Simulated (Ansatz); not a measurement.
**SnO2: rattled cells**

This session takes SnO2 and sets out to see what random moves of the atoms cost.

Method: DFT r2SCAN, scalar-relativistic, plane waves, PAW, in Ansatz 0.2.0.

1 further run of the same task is left out (set aside as unsound or not needed). Runs told in other sessions of the task aren't counted.

### 1 The starting structure

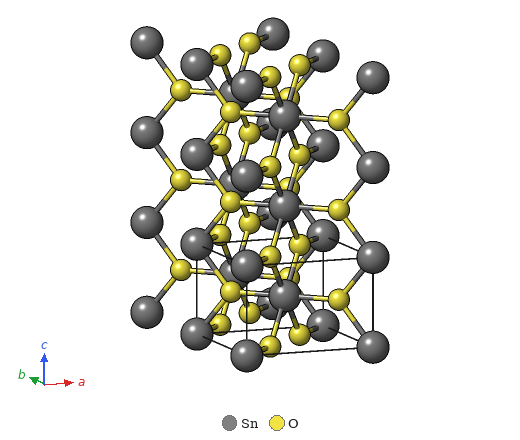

Start, viewed slightly off an axis; tin grey, oxygen yellow. 1×2×3 cells are drawn. Atoms on the faces are drawn again on the opposite ones.

As a file:

```xyz
6
Lattice="4.7602 0.0000 0.0000 0.0000 4.7602 0.0000 0.0000 0.0000 3.2006" Properties=species:S:1:pos:R:3 pbc="T T T"
Sn    0.0000    0.0000    0.0000
Sn    2.3801    2.3801    1.6003
O     1.4561    1.4561    0.0000
O     0.9240    3.8362    1.6003
O     3.3041    3.3041    0.0000
O     3.8362    0.9240    1.6003
```

This cell was relaxed beforehand with the same method: volume 12.09 Å³/atom, gap on the mesh 1.77 eV.

### 2 Zero of energy

The reference gives a free energy of -14352.4280 eV, pressure -0.01 GPa, largest force 0.002 eV/Å and gap on the mesh 1.77 eV. It was computed beforehand with the settings of the runs below.

### 3 Setting up rattled cells

All atoms are moved at random with no net shift, in some cells together with a random strain.

### 4 Point rms move = 0.285 Å

Contents of input.yaml:

```yaml
crystal:
  lattice:
    - [4.6962734473, -0.0484399271, -0.2029980138]
    - [-0.0484399271, 4.9210920997, -0.1431175708]
    - [-0.1364871453, -0.0962261075, 3.2610434897]
  atoms:
    - { symbol: Sn, position: [-0.0460895224, 0.026260541, -0.0458600075] }
    - { symbol: Sn, position: [0.4763196748, 0.4542642142, 0.4916895249] }
    - { symbol: O, position: [0.3515241076, 0.2681156873, 0.0149601358] }
    - { symbol: O, position: [0.2008555815, 0.8567193159, 0.5738810434] }
    - { symbol: O, position: [0.7122607741, 0.6824765611, 0.0587616469] }
    - { symbol: O, position: [0.8051293842, 0.2121636805, 0.4065676565] }
basis:
  ecutwfc: 500
kpoints:
  mp_grid: { grid: [6, 6, 8] }
hamiltonian:
  xc: r2scan
scf:
  occupations: { method: gaussian, width: 0.05 }
output:
  forces: true
  stress: true
  eigenvalues: true
  write_density: true
  write_potential: true
  elf: true
  volumetric_format: npy
```

The run is started by

```console
$ ansatz run input.yaml --threads 2 --pin off --max-ram 5120MiB --backend cpu --events-out ev --progress --plain --runs-dir out
```

The program printed, cut to the lines that bear on the results:

```text
Warning: RAYON_NUM_THREADS=2 ignored (pool sized by the plan → 2); use --threads N
[...]
Pseudopotentials: kind: paw
Pseudopotential: Sn, paw, valence charge 14, recommended cutoff 500 eV (meta_gga), Sn.paw.azcp
Pseudopotential: O, paw, valence charge 6, recommended cutoff 500 eV (meta_gga), O.paw.azcp
Functional definition: r2SCAN
[...]
Crystal: 6 atoms, lattice volume = 75.155 Å³
Basis set: ecut = 500 eV, 1893 PW (Γ), exchange–correlation on 144×144×96 points (64 copies of the dense FFT grid, shifted against one another)
Bands: 32, of which v1, the nominal top of the filled ones, is band 26 counted from 1 (25 counted from 0)
Symmetry: 1 space group operations
Space group: P1 (ITA 1), of the structure as read, at distance tolerance 4.2e-5 Å
k-points: 148 of 288 (time reversal used)
[...]
SCF iter   1: F=—  HF=-14349.138811 eV  |F-HF|=—  |Δ(HF+E_count)|=         —  Δρ=1.13e-2  dr2=9.13e-2  dr2_τ=2.88e-1  ethr=1.77e-3  ⟨swp⟩=6.4  Hψ=21309  notcnv=0  defer=5
[...]
SCF iter   8: F=-14349.236417 eV  HF=-14349.236418 eV  |F-HF|=6.01e-8  |Δ(HF+E_count)|=   6.79e-8  Δρ=1.11e-5  dr2=9.44e-8  dr2_τ=8.44e-9  ethr=1.92e-10  ⟨swp⟩=16.0  Hψ=39079  notcnv=0
[...]
SCF converged after 8 iterations
Free energy (F): -14349.236417 eV
[...]
E sigma→0 (E₀):  -14349.236417 eV
Fermi energy:    9.367246 eV
[...]
--- Forces (eV/Å), atoms counted from 1 ---
  atom   1  Sn     1.61302861    -3.34229381    -0.58453316
  atom   2  Sn     1.45675967     6.56656495     4.93170491
  atom   3  O     -3.34392328    -1.32919084    -4.54298387
  atom   4  O      0.75730545    -1.94875845    -2.13522350
  atom   5  O     -0.93327838    -0.62034247    -1.49266270
  atom   6  O      0.45010091     0.67403486     3.82375676
[...]
--- Stress (GPa, compression-positive) ---
        5.251933      -1.533291       7.844967
       -1.533292       1.569905      14.665089
        7.844965      14.665090       9.160690
  P = ⅓ Tr σ = 5.3275 GPa (53.275 kbar)
--- Band table (eV; the first three rows and the last of 148) ---
[...]
```

It took 53 s on 2 threads of Arm Neoverse V2, shared host; peak memory 0.65 GiB.

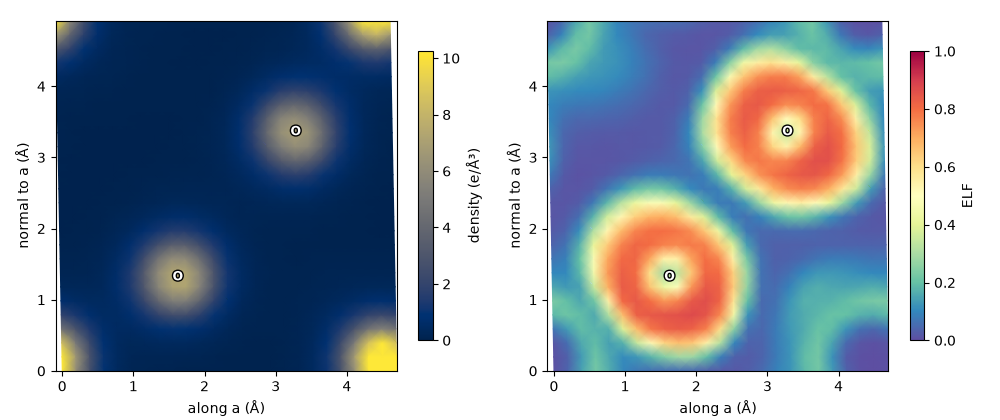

Density (left) and ELF (right) in a lattice plane of the grid's cell (edges 4.70 and 4.92 Å, at 0.015 of the third edge), which holds O. Only atoms in the plane are labelled; the density scale stops at 10.25 e/Å³. Both are smooth fields of the valence electrons: close to the nuclei they are not physical.

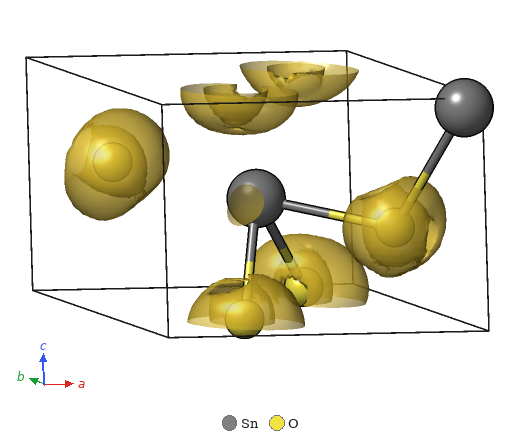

Surface of ELF = 0.79, drawn in one cell.

Maxima of ELF outside the ion cores: 0.87 beside O, off the lines to its neighbours, 0.6 Å from O; 0.85 in the shell around O, 0.6 Å from O.

### 5 rms move = 0.067 Å

Contents of input.yaml:

```yaml
crystal:
  lattice:
    - [4.7956674312, -0.0360906336, 0.059744639]
    - [-0.0360906336, 4.7921961706, -0.000868359]
    - [0.0401697291, -0.0005838473, 3.1581233926]
  atoms:
    - { symbol: Sn, position: [0.0058164679, -0.0073405237, -0.0187954758] }
    - { symbol: Sn, position: [0.4993876987, 0.5028578459, 0.5040788947] }
    - { symbol: O, position: [0.2968557715, 0.3002174279, 0.0076787903] }
    - { symbol: O, position: [0.1963455729, 0.8146465397, 0.5257487678] }
    - { symbol: O, position: [0.7009247195, 0.6858992318, -0.0190891532] }
    - { symbol: O, position: [0.8006697695, 0.2037194784, 0.5003781762] }
basis:
  ecutwfc: 500
kpoints:
  mp_grid: { grid: [6, 6, 8] }
hamiltonian:
  xc: r2scan
scf:
  occupations: { method: gaussian, width: 0.05 }
output:
  forces: true
  stress: true
  eigenvalues: true
```

The run is started by

```console
$ ansatz run input.yaml --threads 2 --pin off --max-ram 5120MiB --backend cpu --events-out ev --progress --plain --runs-dir out
```

The program printed, cut to the lines that bear on the results:

```text
Warning: RAYON_NUM_THREADS=2 ignored (pool sized by the plan → 2); use --threads N
[...]
Pseudopotentials: kind: paw
Pseudopotential: Sn, paw, valence charge 14, recommended cutoff 500 eV (meta_gga), Sn.paw.azcp
Pseudopotential: O, paw, valence charge 6, recommended cutoff 500 eV (meta_gga), O.paw.azcp
Functional definition: r2SCAN
[...]
Crystal: 6 atoms, lattice volume = 72.564 Å³
Basis set: ecut = 500 eV, 1869 PW (Γ), exchange–correlation on 144×144×96 points (64 copies of the dense FFT grid, shifted against one another)
Bands: 32, of which v1, the nominal top of the filled ones, is band 26 counted from 1 (25 counted from 0)
Symmetry: 1 space group operations
Space group: P1 (ITA 1), of the structure as read, at distance tolerance 4.2e-5 Å
k-points: 148 of 288 (time reversal used)
[...]
SCF iter   1: F=—  HF=-14351.937697 eV  |F-HF|=—  |Δ(HF+E_count)|=         —  Δρ=1.03e-2  dr2=5.64e-2  dr2_τ=2.77e-1  ethr=1.77e-3  ⟨swp⟩=6.0  Hψ=20829  notcnv=0  defer=26
[...]
SCF iter   8: F=-14352.041089 eV  HF=-14352.041089 eV  |F-HF|=7.38e-8  |Δ(HF+E_count)|=   2.95e-8  Δρ=1.16e-5  dr2=9.63e-8  dr2_τ=7.09e-9  ethr=1.92e-10  ⟨swp⟩=9.2  Hψ=20770  notcnv=0
[...]
SCF converged after 8 iterations
Free energy (F): -14352.041089 eV
[...]
E sigma→0 (E₀):  -14352.041089 eV
Fermi energy:    9.789116 eV
[...]
--- Forces (eV/Å), atoms counted from 1 ---
  atom   1  Sn    -2.01013216     1.82917827     2.51735591
  atom   2  Sn    -0.36144048    -0.80631088    -0.62999927
  atom   3  O      0.73897914     0.98638971     0.08561470
  atom   4  O      1.17120929    -1.35086728    -2.55488633
  atom   5  O     -0.15414042     0.37888535     0.95267749
  atom   6  O      0.61553305    -1.03727114    -0.37074537
[...]
--- Stress (GPa, compression-positive) ---
        0.435064       2.169192      -4.296382
        2.169193       0.296120       3.778207
       -4.296384       3.778208       6.265684
  P = ⅓ Tr σ = 2.3323 GPa (23.323 kbar)
--- Band table (eV; the first three rows and the last of 148) ---
[...]
```

It took 38 s on 2 threads of Arm Neoverse V2, shared host; peak memory 0.64 GiB.

### 6 rms move = 0.345 Å

Contents of input.yaml:

```yaml
crystal:
  lattice:
    - [4.911940517, 0.0326453478, 0.0235870439]
    - [0.0326453478, 4.9021923631, -0.02182677]
    - [0.0158589152, -0.0146753826, 3.1450133485]
  atoms:
    - { symbol: Sn, position: [-0.0402264869, -0.0020320663, -0.0784397764] }
    - { symbol: Sn, position: [0.5057817642, 0.4948395008, 0.5051169915] }
    - { symbol: O, position: [0.312151376, 0.286319493, -0.0370724434] }
    - { symbol: O, position: [0.1923452184, 0.8677225737, 0.4598387874] }
    - { symbol: O, position: [0.6497612506, 0.7387433133, 0.0991955683] }
    - { symbol: O, position: [0.8801868778, 0.1144071854, 0.5513608726] }
basis:
  ecutwfc: 500
kpoints:
  mp_grid: { grid: [6, 6, 8] }
hamiltonian:
  xc: r2scan
scf:
  occupations: { method: gaussian, width: 0.05 }
output:
  forces: true
  stress: true
  eigenvalues: true
```

The run is started by

```console
$ ansatz run input.yaml --threads 2 --pin off --max-ram 5120MiB --backend cpu --events-out ev --progress --plain --runs-dir out
```

The program printed, cut to the lines that bear on the results:

```text
Warning: RAYON_NUM_THREADS=2 ignored (pool sized by the plan → 2); use --threads N
[...]
Pseudopotentials: kind: paw
Pseudopotential: Sn, paw, valence charge 14, recommended cutoff 500 eV (meta_gga), Sn.paw.azcp
Pseudopotential: O, paw, valence charge 6, recommended cutoff 500 eV (meta_gga), O.paw.azcp
Functional definition: r2SCAN
[...]
Crystal: 6 atoms, lattice volume = 75.723 Å³
Basis set: ecut = 500 eV, 1923 PW (Γ), exchange–correlation on 144×144×96 points (64 copies of the dense FFT grid, shifted against one another)
Bands: 32, of which v1, the nominal top of the filled ones, is band 26 counted from 1 (25 counted from 0)
Symmetry: 1 space group operations
Space group: P1 (ITA 1), of the structure as read, at distance tolerance 4.2e-5 Å
k-points: 148 of 288 (time reversal used)
[...]
SCF iter   1: F=—  HF=-14335.902211 eV  |F-HF|=—  |Δ(HF+E_count)|=         —  Δρ=1.70e-2  dr2=1.82e-1  dr2_τ=6.67e-1  ethr=1.77e-3  ⟨swp⟩=6.3  Hψ=23200  notcnv=0  defer=74
[...]
SCF iter   9: F=-14336.010911 eV  HF=-14336.010911 eV  |F-HF|=6.26e-9  |Δ(HF+E_count)|=   1.40e-8  Δρ=5.02e-6  dr2=2.04e-8  dr2_τ=1.71e-9  ethr=1.92e-10  ⟨swp⟩=8.1  Hψ=20609  notcnv=0
[...]
SCF converged after 9 iterations
Free energy (F): -14336.010911 eV
[...]
E sigma→0 (E₀):  -14336.010911 eV
Fermi energy:    9.469706 eV
[...]
--- Forces (eV/Å), atoms counted from 1 ---
  atom   1  Sn    21.02174485   -27.73339722    58.34849295
  atom   2  Sn    -3.41032172    -0.21240991     1.07151823
  atom   3  O      1.65122300     1.77656299     0.95218620
  atom   4  O      4.66670009    -6.34673226    -2.21227105
  atom   5  O      1.28817017    -1.06154107    -2.86644820
  atom   6  O    -25.21755244    33.57746753   -55.29348398
[...]
--- Stress (GPa, compression-positive) ---
       28.206879     -28.595778      33.689491
      -28.595761      39.407816     -65.315211
       33.689467     -65.315220     143.627680
  P = ⅓ Tr σ = 70.4141 GPa (704.141 kbar)
--- Band table (eV; the first three rows and the last of 148) ---
[...]
```

Wall time 46 s (2 threads of Arm Neoverse V2, shared host); peak memory 0.66 GiB.

### 7 Results of the scan

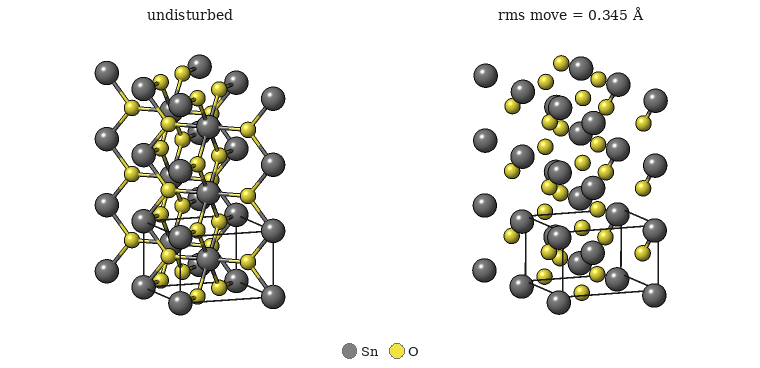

The undisturbed cell and the costliest point of the scan, at one scale, with neighbouring cells.

Collected from the runs (energy zero: the undisturbed cell):

| rms move (Å) | ΔE (meV/atom) | largest force (eV/Å) | shortest distance (Å) | pressure (GPa) | gap on the mesh (eV) |
| --- | --- | --- | --- | --- | --- |
| 0.000 | 0.0 | 0.00 | 2.06 | 0.0 | 1.77 |
| 0.067 | 64.5 | 3.70 | 1.89 | 2.3 | 1.66 |
| 0.285 | 531.9 | 8.34 | 1.81 | 5.3 | 0.60 |
| 0.345 | 2736.2 | 69.43 | 1.36 | 70.4 | 0.54 |

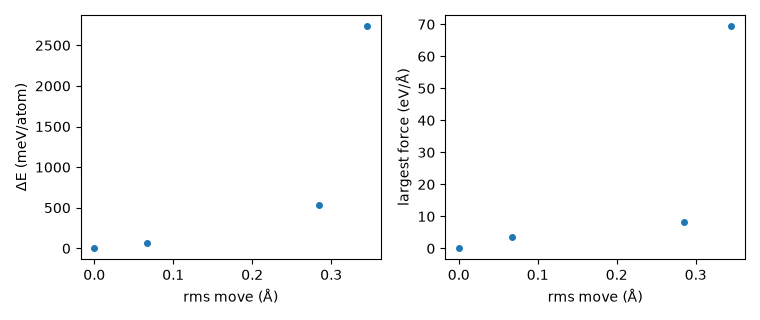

ΔE and largest force along the scan.

### 8 Results

| quantity | value |
| --- | --- |
| costliest cell | 2736.2 meV/atom at an rms move of 0.345 Å |

**Reading.** The cost runs from 64.5 to 2736.2 meV/atom. Energy over the square of the rms move lies between 6.6 and 23.0 eV/Å² per atom; a harmonic solid under isotropic random moves would keep it roughly constant, while strain and close contacts change it. The gap on the mesh stays between 0.54 and 1.77 eV. Where forces pass 15 eV/Å atoms stand far too close, the PAW spheres overlap strongly and those numbers are rough.

Spin-orbit coupling is left out, though the cell holds Sn; it can move the gap.
